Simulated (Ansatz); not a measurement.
## Ligand exchange: C3H5Cl3 + GeH3(CH3) → C3H6Cl2 + GeH2(CH3)Cl

Species: C3H5Cl3 (1,2,3-trichloropropane) `ClCC(Cl)CCl`, singlet; GeH3(CH3) (methyl germane), singlet; C3H6Cl2 `ClCCCCl`, singlet; GeH2(CH3)Cl, singlet. The partners trade Cl for H: C–Cl and Ge–H bonds give way to C–H and Ge–Cl.

Shapes, held fixed at every level: PBE0-D4/def2-TZVP. Flexible molecules stand in one conformer, not always the lowest. Programs: Ansatz 0.2.0. The zero-point and thermal change to 298 K, harmonic and unscaled (PBE0-D4/def2-TZVP), is +9.1 kJ/mol.

```tsv
level	kind	ΔH(298 K) (kJ/mol)	less CCSD(T)/def2-TZVPP
B3LYP-D4/def2-TZVPP	global hybrid	-132.5	-2.6
PBE0-D4/def2-TZVPP	global hybrid	-132.0	-2.1
wB97M-V/def2-TZVPP	range-separated hybrid	-131.8	-1.9
B2PLYP/def2-TZVPP	double hybrid	-135.6	-5.7
MP2/def2-SVP	perturbation theory	-125.6	+4.3
MP2/def2-TZVPP	perturbation theory	-131.2	-1.3
CCSD(T)/def2-TZVPP	coupled cluster or CI	-129.9	0.0
```

The highest level, CCSD(T)/def2-TZVPP, gives ΔH(298 K) = -129.9 kJ/mol; the levels span -135.6 to -125.6. The column of differences is taken from that level and isn't an error. No measured value is set beside it here. Relativity is left out for Ge. Outer-core shells of Ge are correlated, in sets that cover them unevenly.

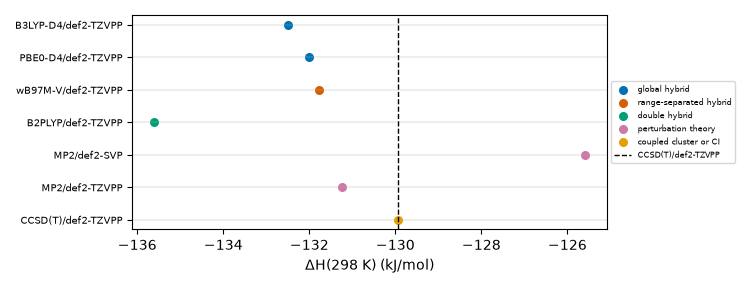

The values of the table, level by level.
